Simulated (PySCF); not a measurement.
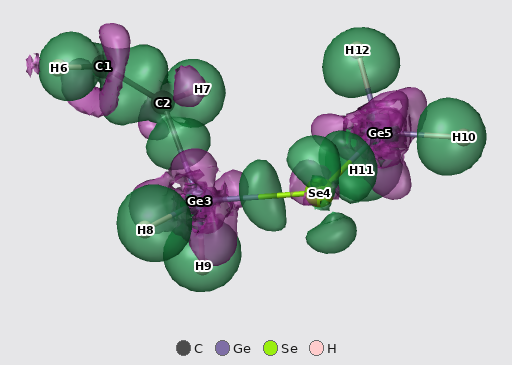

C$_{2}$H$_{7}$Ge$_{2}$Se, doublet, SMILES `[CH]=[CH][GeH2][Se][GeH3]`. Deformation density (molecule less spherical, spin-averaged free atoms at the same positions), surfaces at ±0.06 e/Å³; green: gain, purple: loss.

PySCF calculation, B3LYP/def2-TZVP, gas phase; geometry: GFN2-xTB. No frequency check shows the geometry to be a minimum. The stability of the open-shell solution wasn't checked. GFN2-xTB bond lengths at metals and heavier atoms can be off by up to 0.1 Å and shapes distorted, which carries into these values. GFN2-xTB doesn't know the spin state, so this open-shell geometry is rough.

Cartesian coordinates (Å):

```
C1       3.0815   -1.6632    0.8694
C2       2.0486   -1.4425    0.1699
Ge3      1.4354    0.4525   -0.4257
Se4     -0.6919    1.1142    0.3806
Ge5     -1.7559   -0.8900   -0.1253
H6       3.8690   -1.1432    1.3623
H7       1.3604   -2.1781   -0.2215
H8       2.3944    1.5672   -0.0093
H9       1.4037    0.5180   -1.9638
H10     -3.2339   -0.6569   -0.0549
H11     -1.4027   -1.3768   -1.5071
H12     -1.3906   -1.9793    0.8480
```

**Describe the bonding that the map shows.**

The five largest and four smallest: C1–C2: +0.87 e/Å³ at the bond critical point (bond length 1.27 Å, Mayer order 2.2). C1–H6: +0.78 e/Å³ at the bond critical point (bond length 1.06 Å, Mayer order 1.0). C2–H7: +0.73 e/Å³ at the bond critical point (bond length 1.08 Å, Mayer order 0.9). Ge5–H10: +0.27 e/Å³ at the bond critical point (bond length 1.50 Å, Mayer order 0.9). Ge5–H12: +0.27 e/Å³ at the bond critical point (bond length 1.51 Å, Mayer order 0.9). Ge3–H9: +0.26 e/Å³ at the bond critical point (bond length 1.54 Å, Mayer order 0.9). C2–Ge3: +0.16 e/Å³ at the bond critical point (bond length 2.08 Å, Mayer order 0.8). Se4–Ge5: +0.13 e/Å³ at the bond critical point (bond length 2.33 Å, Mayer order 1.1). Ge3–Se4: +0.13 e/Å³ at the bond critical point (bond length 2.37 Å, Mayer order 1.0). In all, 2.7 electrons gather in the regions of gain relative to the promolecule. A small or negative value marks a very polar bond, one between electron-rich atoms, whose free-atom densities already overlap strongly, a long bond to a heavier atom, or a closed-shell contact such as a hydrogen bond.

**Where do the Hirshfeld charges lie?**

The highest Hirshfeld charge is on Ge3 (+0.30 e), the lowest on C2 (−0.14 e).

```
atom  charge (e)
  C1       −0.07
  C2       −0.14
 Ge3       +0.30
 Se4       −0.14
 Ge5       +0.27
  H6       +0.07
  H7       +0.05
  H8       −0.07
  H9       −0.07
 H10       −0.06
 H11       −0.07
 H12       −0.07
```

Run time: 3.2 min on 1 thread of Intel(R) Xeon(R) Processor @ 2.50GHz (Skylake/Cascade Lake) (shared host), peak memory 1.1 GiB.
